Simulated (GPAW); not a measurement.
# What relaxation does to the transmission of 10 junctions

A junction put together from bond lengths is quick to compute. How far is its transmission from that of the relaxed structure, and is geometry or basis the larger error?

How it was computed: Relaxation in the dzp basis, within the symmetry of the start (GPAW, PBE, forces under 0.05 eV/Å; an orbital basis tends to overbind), lead ends held. Transmission: GPAW 26.7.0 in a basis of numerical atomic orbitals with PAW setups; lead and junction are solved self-consistently in repeated cells 9 Å or more across, their Hamiltonian and overlap matrices go into Green's functions with semi-infinite leads (ASE), and T is the Landauer transmission at zero bias, at the junction cell's Fermi level, for one spin or as the mean of both where a run is spin-polarised.

The runs side by side:

```
                                   junction  largest move (Å)  T as built, dzp  T relaxed, dzp  T relaxed, sz
  Al chain with a Si atom bridging one bond              1.19              1.5            1.06           1.06
thiophene-2,5-dithiol between two Al chains              0.57             0.43           0.212          0.155
             C7 chain between two Mo chains              0.21             1.64            1.98           1.94
           CN in line between two Pb chains              0.18             1.85           0.984           1.02
           H2 in line between two Cu chains              0.14            0.751           0.664          0.757
           C2 in line between two Al chains              0.08             1.76            1.63           1.63
  Ga chain with a Si atom bridging one bond              0.07            0.964            1.21           1.26
          Pt chain with two P atoms in line              0.06             2.34            2.06           2.26
           Ag chain with one C atom in line              0.05            0.728           0.704          0.695
   Au chain with a B atom bridging one bond              0.00            0.354           0.342          0.326
```

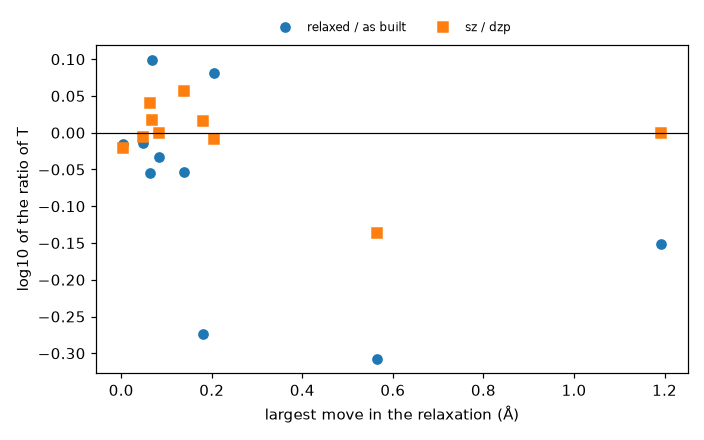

Change of T by relaxation and by the smaller basis.

What this shows: Relaxation raises T in 2 junctions, lowers it in 6 and leaves it within 5 % in 2. The largest change as a ratio is for thiophene-2,5-dithiol between two Al chains, from 0.43 to 0.212. Moves over 0.6 Å, in 1 junctions, go beyond an adjustment of bond lengths: chain atoms buckled, a molecule turned or bonds were remade. In 8 of 10 cases the geometry matters more than the step from dzp to the minimal basis. The link between the largest move and the size of the change (r = 0.48) is weak or rests on one or two junctions.

Caveats: The cell length was held, so a junction may stay under tension or compression; the symmetry of the start was kept, and lower structures may exist. An evenly spaced straight chain is an idealisation of an electrode: free chains dimerise or zigzag, and their density of states has sharper edges than a bulk metal's. No run was spin-polarised, so magnetic states weren't tested. Spin-orbit coupling is left out, which matters for the heavier atoms here. Junctions whose dzp lead is shut at the Fermi level or whose end layer misses the lead by over 0.25 eV were left out, as were moves over 1.5 Å.

[Logs are printed without paths, hosts, clocks, repeated set-up lines and the standing remarks that a program may print on its own settings, such as how far it seeks lower states.]
